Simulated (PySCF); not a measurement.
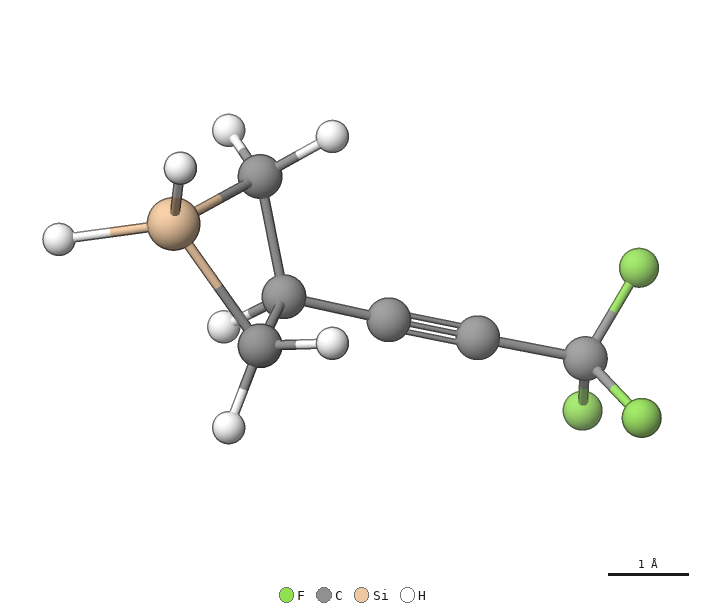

Rendered structure (ball-and-stick style). Multiple sticks mark multiple bonds (one Kekulé form).

The computed structure is the end point of a PBE0-D3(BJ)/def2-SVP optimisation. No frequency run is at hand to confirm it as a minimum.

Description:

The molecule is C6H7F3Si. Its SMILES string is `FC(F)(F)C#CC1C[SiH2]C1`. Independent rings (smallest set): 1 of 4 members. Among its groups: alkyne, C–F bond, Si–H bond. Coordination, clear cases only: 2 C tetrahedral; 2 C linear.

More results for the same structure follow; atom numbers are the same in all pictures, views and colours differ.

## Shape

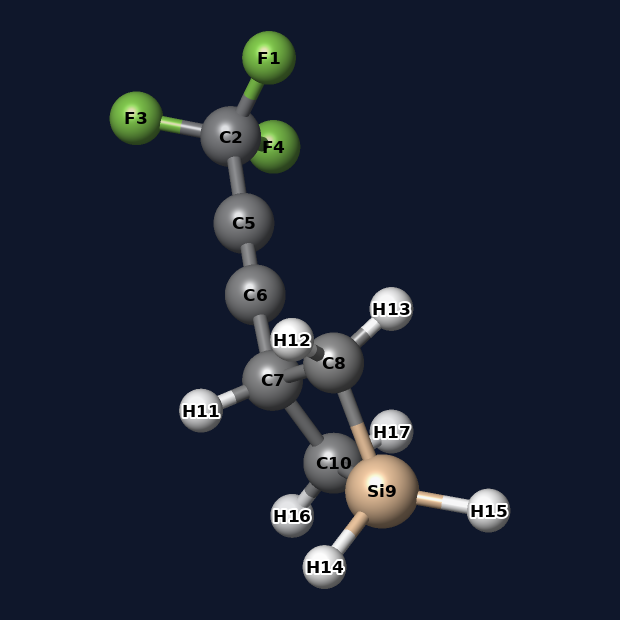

No frequency run is at hand to confirm it as a minimum.

Which atoms are bonded, and how long are the bonds? Leave out bonds to hydrogen.

```
   bond  length (Å)   order
  F1–C2       1.335  single
  C2–F3       1.335  single
  C2–F4       1.335  single
  C2–C5       1.462  single
  C5–C6       1.211  triple
  C6–C7       1.452  single
  C7–C8       1.561  single
 C7–C10       1.561  single
 C8–Si9       1.899  single
Si9–C10       1.899  single
```

## NMR shielding

The questions are on isotropic NMR shieldings of the H atoms. No frequency run is at hand to confirm it as a minimum. Method: GIAO PBE0/pcSseg-1 NMR shielding, non-relativistic, IEF-PCM benzene (PySCF 2.14.0).

Which H atom is the most shielded (lowest chemical shift)?

H12, H16 (29.69 to 29.70 ppm).

Which H atom is the least shielded (highest chemical shift)?

H15 (26.57 ppm).

How wide is the range of H shifts?

3.13 ppm.

List the isotropic NMR shieldings of the H atoms.

| atom | σ (ppm) |
| --- | --- |
| H11 | 28.07 |
| H12 | 29.70 |
| H13 | 29.65 |
| H14 | 26.61 |
| H15 | 26.57 |
| H16 | 29.69 |
| H17 | 29.64 |

## Electronic properties

No frequency run is at hand to confirm it as a minimum. Properties computed with PBE0/def2-SVPD, gas phase (PySCF 2.14.0). Excitations: vertical, linear response.

What does the calculation give?

- dipole moment: 3.53 D
- HOMO energy (Kohn–Sham orbital): −8.24 eV
- LUMO energy (Kohn–Sham orbital): −0.49 eV
- HOMO–LUMO gap: 7.75 eV
- mean static polarisability: 100.8 bohr³
- lowest vertical singlet excitation: 6.09 eV
- its oscillator strength: 0.000
- brightest of the 10 lowest singlets: 7.33 eV
- its oscillator strength: 0.28

## Ring current

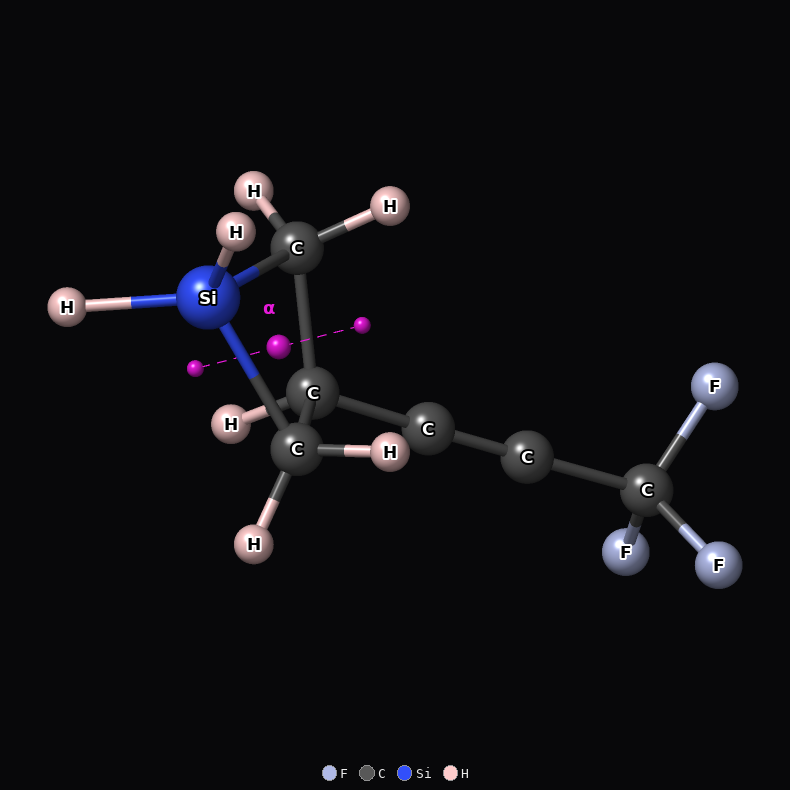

The small points mark where nucleus-independent chemical shifts (NICS) were computed: at the centre of each lettered ring and 1 Å above and below it. No frequency run is at hand to confirm it as a minimum. Method: GIAO PBE0/pcSseg-1 NMR shielding, non-relativistic, gas phase (PySCF 2.14.0).

Give NICS(0), NICS(1) and the out-of-plane component NICS(1)zz for each ring (means of the two sides).

| ring | members | NICS(0) | NICS(1) | NICS(1)zz |
| --- | --- | --- | --- | --- |
| α | C3Si | −3.2 | −2.3 | 3.4 |

Values in ppm.
